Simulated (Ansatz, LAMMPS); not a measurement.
# Static equation of state of amorphous Ge (61 atoms)

Density of this cell: 5.13 g/cm³. The cell holds 61 atoms: 61 Ge. Cell: a = 11.531 Å, b = 11.127 Å, c = 11.198 Å, α = 88.0°, β = 92.3°, γ = 92.4°. The starting structure: 61 atoms (61 Ge) placed at random at 5.08 g/cm³, melted at 3500 K for 10 ps at fixed volume with the Tersoff potential (Tersoff, Phys. Rev. B 39, 5566 (1989)). Quenched from 3500 K to 100 K at 5 K/ps and fixed volume, held 5 ps, then minimised at fixed cell.

Calculated with Ansatz 0.2.0: Kohn-Sham DFT, PBEsol, PAW (set soft_1), plane waves; cutoff 420 eV, Γ point, gaussian smearing of 0.025 eV. Cell and atoms were relaxed first, to V0 = 23.500 Å³ an atom at a residual P0 = 0.010 GPa. The cell was then scaled evenly, and the atoms were relaxed at each volume.

| volume (Å³/atom) | pressure (GPa) |
| --- | --- |
| 21.150 | ? |
| 22.090 | 3.752 |
| 22.795 | 1.792 |
| 24.205 | -1.500 |
| 24.910 | -2.778 |

**Question.** Fit the third-order Birch–Murnaghan equation to the rows given and extrapolate to the withheld row.

Worked fit:

Take the Eulerian strain f = ½[(V0/V)^(2/3) − 1] and the normalised pressure F = (P − P0) / [3f(1 + 2f)^(5/2)]. The third-order Birch–Murnaghan equation is then the line F = B0 + (3/2)B0(B′ − 4) f, so u = f and v = F.

| u = f | v = F (GPa) |
| --- | --- |
| 0.0210567 | 53.4363 |
| 0.0102567 | 55.0589 |
| -0.00975638 | 54.1798 |
| -0.0190505 | 53.7642 |

With n = 4: mean u = 6.2663e-4, mean v = 54.1098, Σ(u − ū)² = 0.0010051, Σ(u − ū)(v − v̄) = 0.0014555. Slope b = 0.0014555 / 0.0010051 = 1.4481; intercept a = v̄ − b ū = 54.109.

So B0 = a = 54.1 GPa and B′ = 4 + 2b/(3a) = 4.02. At the withheld volume f = 0.03638, F = a + b f = 54.16 GPa, and P = P0 + 3f(1 + 2f)^(5/2) F.

Prediction at 21.150: 7.056 GPa. The run gave 6.857 GPa, so the fit is high by 0.20 GPa (2.9 % of the value).

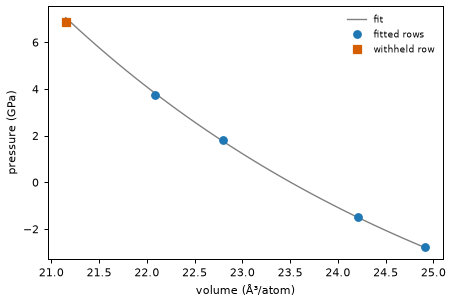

The fit, the rows that it rests on and the withheld row.

Among the rows given, the largest miss of the fit is at 22.090, by 0.049 GPa (0.51 % of the range of the table).

Limits: Static cells at zero temperature; the cell shape is held. The program notes that the SCF threshold of these relaxations is loose for the stress. The quench rate of 5 K/ps is many orders above laboratory rates, so the cell is likely richer in defects and strain than a real sample. The network of bonds at the start is that of the classical potential that made the cell, and needn't be the one that DFT or experiment would give. Only the Γ point is sampled, in a cell whose shortest periodic width is 11 Å.

[Hosts, paths, dates, database ids (printed as entryN), source tags and the programs' standing remarks are cut or masked in the printed files.]
